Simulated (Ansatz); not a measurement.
Input

```
crystal:
  lattice:
    - [0.0010817937, 5.6223443528, -5.622434512]
    - [5.6234261464, 5.6234261464, 0.0]
    - [5.6233582562, 6.78902e-05, -5.6234484154]
  atoms:
    - { symbol: Si, position: [0.5000014571, 9.52164e-05, 0.4998081101] }
    - { symbol: Si, position: [0.504236624, 0.4985894496, 0.4985844768] }
    - { symbol: Ge, position: [-0.0014525411, 0.0044829428, 0.498430041] }
    - { symbol: Ge, position: [-0.0014525411, 0.4985395573, 0.498430041] }
    - { symbol: Ge, position: [0.4999055985, 6.46623e-05, 0.0001421244] }
    - { symbol: Ge, position: [0.4999055985, 0.4998876147, 0.0001421244] }
    - { symbol: Ge, position: [-9.9597e-05, 6.4218e-06, 8.67535e-05] }
    - { symbol: Ge, position: [-0.0014948686, 0.498480873, 0.0045331225] }
    - { symbol: Ge, position: [0.3780204787, 0.3719617869, 0.3780311549] }
    - { symbol: Ge, position: [0.3780204787, 0.8719865795, 0.3780311549] }
    - { symbol: Si, position: [0.8707128913, 0.3763504306, 0.3765862475] }
    - { symbol: Ge, position: [0.8704521834, 0.8764288827, 0.3766900513] }
    - { symbol: Ge, position: [0.3766141464, 0.3764684767, 0.8704489001] }
    - { symbol: Ge, position: [0.3766827298, 0.8764704512, 0.8703763678] }
    - { symbol: Ge, position: [0.8749736806, 0.3751555738, 0.8748396649] }
    - { symbol: Ge, position: [0.8749736806, 0.8750310807, 0.8748396649] }
basis:
  ecutwfc: 420
kpoints:
  mp_grid: { grid: [3, 3, 3] }
  band_path: { path: [[0.0, 0.0, 0.0], [-0.020833, 0.0, 0.020833]], npoints: 1 }
hamiltonian:
  xc: hse06
scf:
  occupations: { method: gaussian, width: 0.01 }
  n_extra_bands: 11
output:
  eigenvalues: true
  write_density: true
  write_potential: true
  elf: true
  volumetric_format: npy
```

Command:

```sh
ansatz run input.yaml --threads 4 --pin off --max-ram 10240MiB --backend cpu --events-out ev --progress --plain --runs-dir out
```

Below, planes, directions and counts refer to the conventional cell (a = 13.77 Å, b = 7.95 Å, c = 7.95 Å, α = 90.00°, β = 125.25°, γ = 90.00°).

Space group Cm; a generated structure, not necessarily the stable one.

All numbers below come from DFT HSE06, scalar-relativistic, plane waves, PAW (Ansatz 0.2.0).

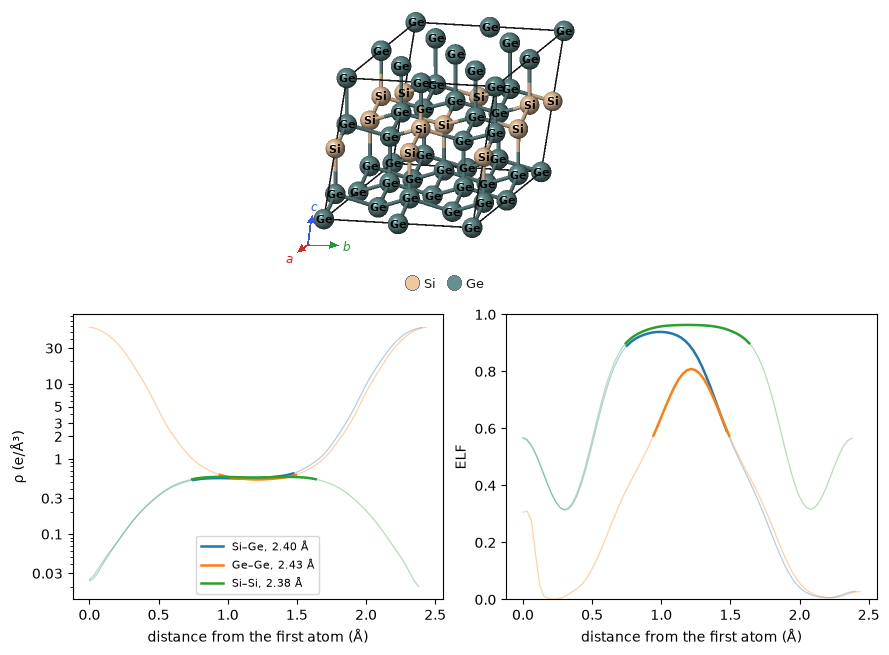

Si$_{3}$Ge$_{13}$. Valence electron density and ELF along straight lines between neighbouring atoms. Thin, pale parts lie inside the atomic spheres. The structure is drawn too.

The density is the valence pseudo-density of a PAW calculation; it isn't the true density close to the nuclei.

What can be read from the curves?

Answer. Si–Ge (2.40 Å): ρ at the midpoint is about 0.55 e/Å³; the ELF peaks at about 0.95 between the atoms (localised, covalent bonding).
Ge–Ge (2.43 Å): ρ at the midpoint is about 0.53 e/Å³; the ELF peaks at about 0.80 between the atoms (a covalent bond).
Si–Si (2.38 Å): ρ is about 0.57 e/Å³ halfway; the ELF peaks at about 0.95 between the atoms; a shared electron pair.
